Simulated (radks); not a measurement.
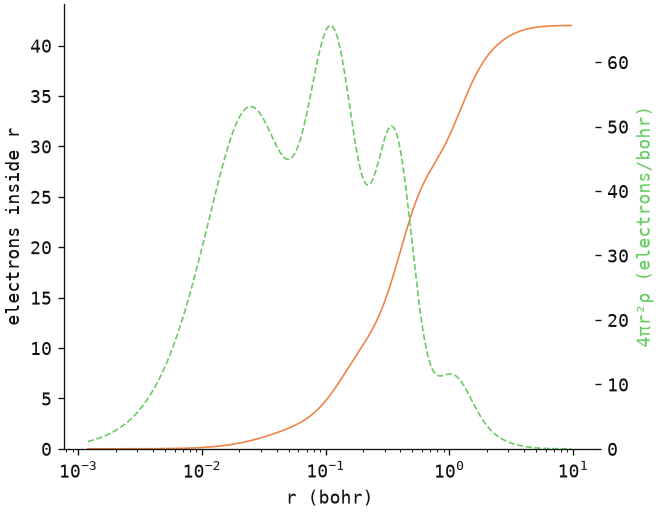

Fig. 1: The number of electrons inside radius r (solid) and the radial density 4πr²ρ (dashed). The count levels off at 42 electrons. Half of them lie within 0.433 bohr, 90 % within 1.76 bohr and 99 % within 4.05 bohr. The radial density has minima at 0.0497, 0.220 and 0.843 bohr, where the count stands at 2.0, 11.1 and 29.3; these part the shells that the density resolves.

# Mo: atomic calculation

- system: the neutral molybdenum atom in the configuration [Kr] 4d6 (high spin).
- method: scalar-relativistic Kohn-Sham, PBEsol, spin-polarised, spherical densities, point nucleus (the in-house radial solver radks)

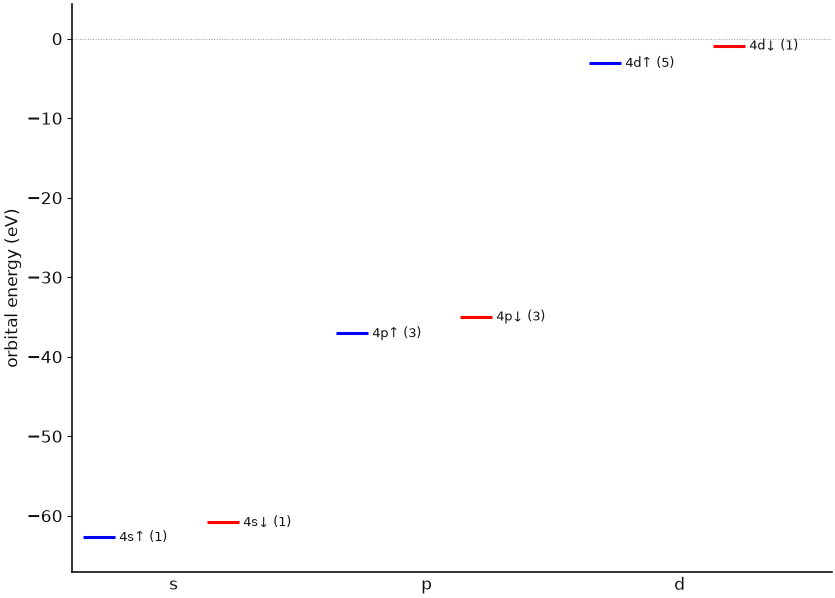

Fig. 2: The outer levels are drawn (occupations in brackets, up spins at the left of each column and down spins at the right). The highest occupied level is 4d down at −0.864 eV. From the top down the occupied levels run 4d down (−0.864 eV), 4d up (−3.05 eV), 4p down (−35.0 eV), 4p up (−37.0 eV), 4s down (−60.8 eV), 4s up (−62.7 eV). The largest exchange splitting (down less up) among the shells drawn in both spins is that of 4d, 2.19 eV.

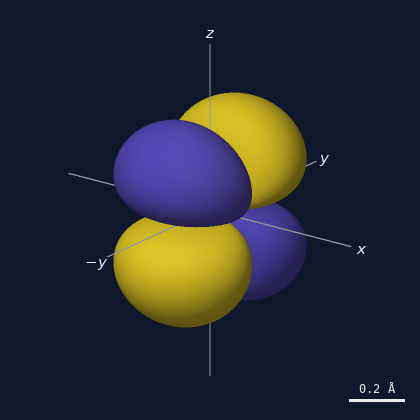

Fig. 3: The 3d(yz) orbital of down spin. The radial function comes from the spherical calculation and is multiplied by a real spherical harmonic; the overall sign is chosen so that the largest lobe of P(r) is positive; at the scalar-relativistic level it is the large component. The surface of constant |ψ| that holds about 95 % of the electron is drawn, yellow where ψ is positive and blue where it is negative. It has the nodal planes xy and xz and no radial node. The maximum of P² lies at 0.322 bohr, ⟨r⟩ = 0.415 bohr, 90 % of the charge lies within 0.664 bohr, and the eigenvalue is −218.2 eV, with 5 electrons in the shell for this spin.

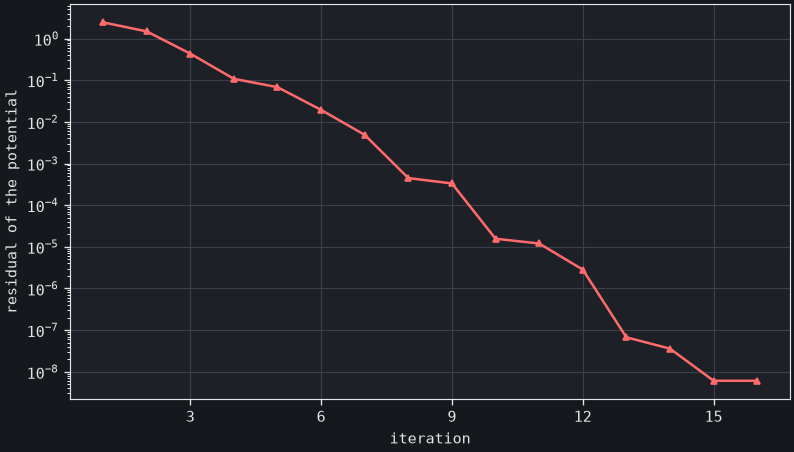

Fig. 4: Convergence: residual of the potential against the iteration. The residual falls almost steadily, with no more than small rises or pauses. It goes from 2.5 to 6.1×10⁻⁹ in 16 steps.

These pictures come from the run below.

### Input
```
Z 42
configuration [Kr] 4d6
relativity scalar-relativistic
functional pbe_sol,pbe_sol
spin polarised
nucleus point
c 137.035999084
```

Energies in input and log are in hartree, lengths in bohr.

Launched within a batch (the task file carries these settings):
```bash
python <driver script> task.json out
```

### The program's output
```
1s      1   1.0000        -727.92093234
2s      1   1.0000        -102.73469937
2p      1   3.0000         -91.85067335
3s      1   1.0000         -17.39884152
3p      1   3.0000         -13.83365671
3d      1   5.0000          -8.02943247
4s      1   1.0000          -2.30371390
4p      1   3.0000          -1.36149308
4d      1   5.0000          -0.11216417
1s      2   1.0000        -727.92130379
2s      2   1.0000        -102.72201770
2p      2   3.0000         -91.84117819
3s      2   1.0000         -17.39153959
3p      2   3.0000         -13.82549607
3d      2   5.0000          -8.01720354
4s      2   1.0000          -2.23471176
4p      2   3.0000          -1.28444028
4d      2   1.0000          -0.03174442
Etot -4046.48913788911
Ekin 4171.934122388622
Encl -9758.10344780074
Eh 1661.1365575776654
Exc -121.4563700546575
err 6.072202161384045e-09
it 16
```

### Summary

- outcome: converged
- total energy: −4046.4891 hartree
- kinetic energy: 4171.9341 hartree
- electron–nucleus energy: −9758.1034 hartree
- Hartree energy: 1661.1366 hartree
- exchange–correlation energy: −121.456370 hartree
- radius at density 0.001 e/bohr³: 4.48 bohr
- SCF iterations: 16
- hardware: 1 CPU thread, shared host
